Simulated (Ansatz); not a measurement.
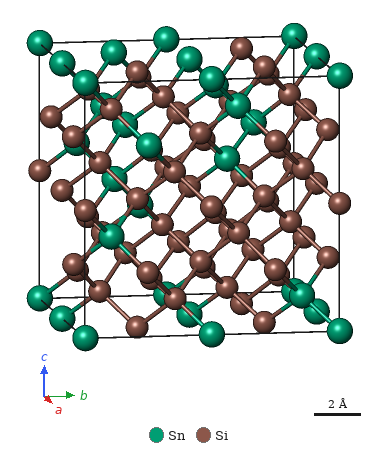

Starting structure of solid Sn$_{16}$Si$_{48}$ (a generated structure, set up in P1). The picture is a ball-and-stick view of the cell of the calculation, seen slightly off an axis.

Method: Ansatz, DFT, PBEsol, PAW, plane waves.

(plane-wave cutoff 420 eV; k-point mesh 1 × 1 × 1; mesh shifted by (0.5, 0.5, 0.5); no spin polarisation; cell relaxed at fixed shape; force threshold 0.03 eV/Å; at most 80 steps)

```
CELL_PARAMETERS angstrom
11.41894 0.00000 0.00000
0.00000 11.41894 0.00000
0.00000 0.00000 11.41894
ATOMIC_POSITIONS crystal
Sn 0.99861 0.00238 0.00057
Sn 0.99978 0.49911 0.00149
Sn 0.49955 0.00068 0.99907
Sn 0.50182 0.50005 0.00133
Sn 0.12511 0.12451 0.62569
Sn 0.62733 0.62565 0.62835
Sn 0.24907 0.24807 0.99586
Sn 0.24974 0.25090 0.50048
Sn 0.87619 0.87575 0.12365
Sn 0.37505 0.62593 0.87682
Sn 0.87519 0.12695 0.37553
Sn 0.87677 0.62382 0.87468
Sn 0.00064 0.25140 0.74847
Sn 0.50059 0.24738 0.75177
Sn 0.50099 0.75276 0.74718
Sn 0.12730 0.37385 0.37513
Si 0.99820 0.00194 0.50043
Si 0.00052 0.49729 0.50136
Si 0.49833 0.00005 0.50118
Si 0.50070 0.50095 0.50378
Si 0.12670 0.12698 0.12676
Si 0.12528 0.62555 0.12461
Si 0.12527 0.62519 0.62487
Si 0.62787 0.12479 0.12280
Si 0.62613 0.12656 0.62666
Si 0.62326 0.62566 0.12354
Si 0.24623 0.75045 0.99704
Si 0.25100 0.75057 0.49992
Si 0.75056 0.24983 0.99778
Si 0.75055 0.25110 0.50119
Si 0.74803 0.75013 0.00268
Si 0.74890 0.74985 0.49759
Si 0.37470 0.37240 0.12628
Si 0.37182 0.37421 0.62844
Si 0.37351 0.87403 0.12636
Si 0.37545 0.87687 0.62665
Si 0.87414 0.37735 0.12516
Si 0.87533 0.37447 0.62225
Si 0.87626 0.87958 0.62077
Si 0.25251 0.99523 0.25188
Si 0.25020 0.00151 0.75082
Si 0.24843 0.50171 0.24780
Si 0.24867 0.49966 0.75180
Si 0.74981 0.00081 0.25035
Si 0.75122 0.99884 0.75101
Si 0.75129 0.49998 0.24855
Si 0.74930 0.49938 0.75062
Si 0.37291 0.12290 0.37516
Si 0.37460 0.12659 0.87489
Si 0.37421 0.62461 0.37740
Si 0.87573 0.12575 0.87455
Si 0.87674 0.62636 0.37641
Si 0.99750 0.24792 0.25085
Si 0.00161 0.74826 0.24834
Si 0.00046 0.74967 0.75139
Si 0.50027 0.24837 0.25041
Si 0.49915 0.75032 0.24903
Si 0.12484 0.37284 0.87623
Si 0.12620 0.87528 0.37750
Si 0.12673 0.87676 0.87432
Si 0.62147 0.37213 0.37577
Si 0.62573 0.37511 0.87737
Si 0.62295 0.87590 0.37371
Si 0.62393 0.87111 0.87226
```

### Predict the outcome.

The atom that moves furthest relative to the cell is Si17 (0.26 Å roughly along [0 −3 −1]). Largest moves by element: Si 0.26 Å, Sn 0.26 Å. The drawn cell changes as follows: a = b = c 11.419 → 11.408 Å (−0.1 %); the volume changes by −0.3 %. Some distances before and after: Sn8–Sn16 2.444 → 2.758 Å, Sn1–Sn9 2.454 → 2.743 Å, Sn6–Sn15 2.455 → 2.723 Å, Sn4–Sn10 2.487 → 2.751 Å. Bond angles that change, for instance: Sn10–Si27–Si60 110.9° → 99.4°, Si26–Si31–Si64 109.3° → 120.6°, Si29–Si51–Si45 109.3° → 119.2°. The space group stays P1 (No. 1). After 4 geometry steps the energy has fallen by 130 meV per atom. The largest force component goes from 3.1 to 0.019 eV/Å. The pressure goes from 1.96 to 0.03 GPa.

After the run, drawn alike:

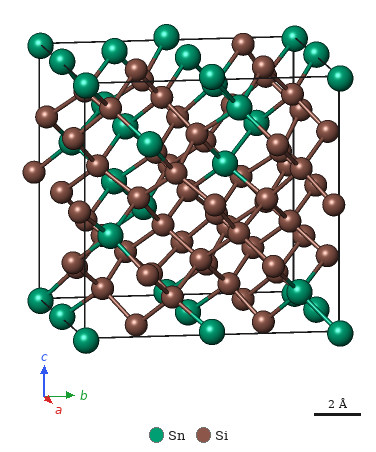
